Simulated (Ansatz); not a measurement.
**Fields on a plane of Y (hcp, Mg type)**

```xyz
2
Lattice="3.5994 0.0000 0.0000 -1.7997 3.1172 0.0000 0.0000 0.0000 5.5871" Properties=species:S:1:pos:R:3 pbc="T T T"
Y      0.0000     2.0781     4.1903
Y      1.7997     1.0391     1.3968
```

The slice is a (-1 1 0 2) plane (indices of the conventional cell) through the point (0.667, 0.333, 0.250) (fractional), spanned by u = [110] and v = [1 -1 1] in vectors of this cell: u (3.60 Å) and v (8.37 Å, at 90° to u). It covers one period; positions are fractions (u, v).

Atoms on it: Y at (0.00, 0.00). Other atoms lie within 1 Å of the plane.

These are PBEsol (plane waves to 420 eV, PAW, scalar-relativistic; Ansatz, a program for electronic structure) values and carry that method's errors. k mesh 15×15×9. These are valence fields of a PAW run, semicore shells included where kept as valence: close to a nucleus they are smooth pseudo fields. Y is run without spin polarisation. Y was relaxed with its symmetry unable to fall.

```
|@@#-   -#@|
|%#=.   .=#|
|=-.     .-|
|.         |
|          |
|          |
|::.     .:|
|+=:     :=|
|#*=.   .=*|
|%#=.   .=#|
|#*-.   .-*|
|=-.     .-|
|..       .|
|          |
|          |
|     .    |
|     .    |
|          |
|          |
|.         |
|=-.     .-|
|%#=.   .=#|
|@@#-   -#@|
|@@%-   -%@|
```
Scale: ten equal steps from -1.05 (start of ' ') to 0.57 (end of '@'), in the order ' .:-=+*#%@'. Values: log₁₀ of the valence density in e/Å³. The map has 10 points along u (one character each, u = 0 at the left) and 24 along v (v = 0 in the bottom row). The scale is logarithmic, as a density can span decades between atoms and voids.

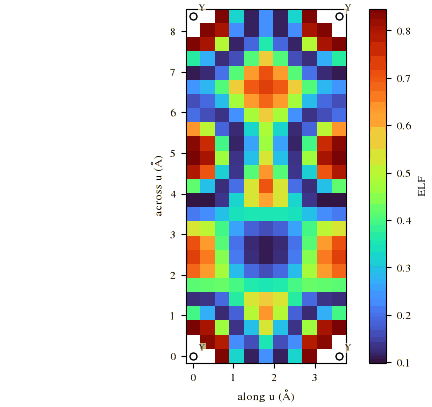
Electron localisation function (ELF), one period of the plane, atoms marked. Points within 0.5 Å of a nucleus are left white, as the pseudised field means little there.
